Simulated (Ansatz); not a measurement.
**CH3FS2Si: energies of removing a hydrogen in Python**

Wanted for CH3FS2Si: energies of removing a hydrogen. SMILES: F[SiH]1CSS1.

All numbers are computed with Ansatz 0.2.0 through its Python package. Level of theory: PBE0+D4/cc-pVDZ.

## Step 1: The system

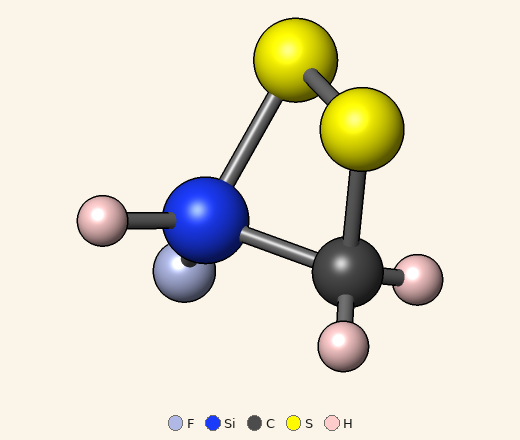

The structure that the script starts from, seen from a chosen angle (fluorine light blue, silicon blue, carbon dark grey, sulfur yellow, hydrogen pink).

The script holds or builds the structure itself.

## Step 2: Script

The input, bde.py:

```python
"""Cost of removing each kind of hydrogen from CH3FS2Si, fragments frozen."""

import ansatz as az


def total_energy(molecule, charge=0, unpaired=0):
    calc = molecule.calculation().basis(gaussian="cc-pVDZ").functional("pbe0", dispersion="d4")
    if charge:
        calc = calc.charge(charge)
    if unpaired:
        calc = calc.spin("collinear", total=unpaired)
    return calc.run().report["free_energy_ev"]

GEOMETRY = """
F    -1.91680    0.89200   -0.48920
Si   -0.55140    0.75140    0.21120
C     0.12630   -0.97200   -0.06320
S     1.94160   -0.25510    0.05450
S     1.05780    1.27260   -1.08150
H    -0.47800    1.35300    1.57880
H    -0.04920   -1.67980    0.75330
H    -0.03810   -1.41930   -1.01970
"""

def without(molecule, index):
    rest = az.Crystal.molecule()
    for i, site in enumerate(molecule.cartesian_sites):
        if i != index:
            rest = rest.atom(site.symbol, site.position_ang)
    return rest


def main() -> None:
    geometry = az.Crystal.molecule()
    for line in GEOMETRY.strip().splitlines():
        symbol, *xyz = line.split()
        geometry = geometry.atom(symbol, [float(v) for v in xyz])

    whole = total_energy(geometry, 0)
    hydrogen = total_energy(az.Crystal.molecule().atom("H", (0, 0, 0)), 0, 1)
    print(f"E(molecule) = {whole:.5f} eV, E(H) = {hydrogen:.5f} eV")
    for index in [5, 7]:
        radical = total_energy(without(geometry, index), 0, 1)
        print(f"H{index}: homolysis {23.060548 * (radical + hydrogen - whole):.1f} kcal/mol")
        anion = total_energy(without(geometry, index), -1)
        print(f"H{index}: loss of a proton {23.060548 * (anion - whole):.1f} kcal/mol")


if __name__ == "__main__":
    main()
```

## Step 3: The calls as engine input

The package turns the script's settings into the engine's input (first run):

```yaml
crystal:
  periodic: [false, false, false]
  atoms:
    - { symbol: F, position_ang: [-1.9168, 0.892, -0.4892] }
    - { symbol: Si, position_ang: [-0.5514, 0.7514, 0.2112] }
    - { symbol: C, position_ang: [0.1263, -0.972, -0.0632] }
    - { symbol: S, position_ang: [1.9416, -0.2551, 0.0545] }
    - { symbol: S, position_ang: [1.0578, 1.2726, -1.0815] }
    - { symbol: H, position_ang: [-0.478, 1.353, 1.5788] }
    - { symbol: H, position_ang: [-0.0492, -1.6798, 0.7533] }
    - { symbol: H, position_ang: [-0.0381, -1.4193, -1.0197] }
basis:
  gaussian:
    orbitals: cc-pVDZ
hamiltonian:
  xc: pbe0
  dispersion: d4
```

## Step 4: The run

On the command line:

```
python bde.py
```

Without the output at hand: what should come out? Wanted: weakest bond to hydrogen among those tried; easiest loss of a proton among those tried.

**Answer**, as computed:

```
                                              quantity                               value
weakest bond to hydrogen among those tried (homolysis)  H5 (counted from 0), 89.5 kcal/mol
            easiest loss of a proton among those tried                  H5, 372.9 kcal/mol
                                         runs compared                                   6
```

In words: Atoms are numbered as in the script, from 0. The fragments aren't relaxed and zero-point energy is left out, so these aren't bond dissociation enthalpies. Losing a bare proton in the gas phase costs far more than homolysis, as charges must be parted. All 6 runs converged (6 to 26 cycles). Notes:
- The geometry is a force-field or estimated start, not a minimum of this method, and the basis set is short of its limit. All parts are taken at fixed geometry, without zero-point energy.
- Anions want diffuse functions, which this basis lacks.
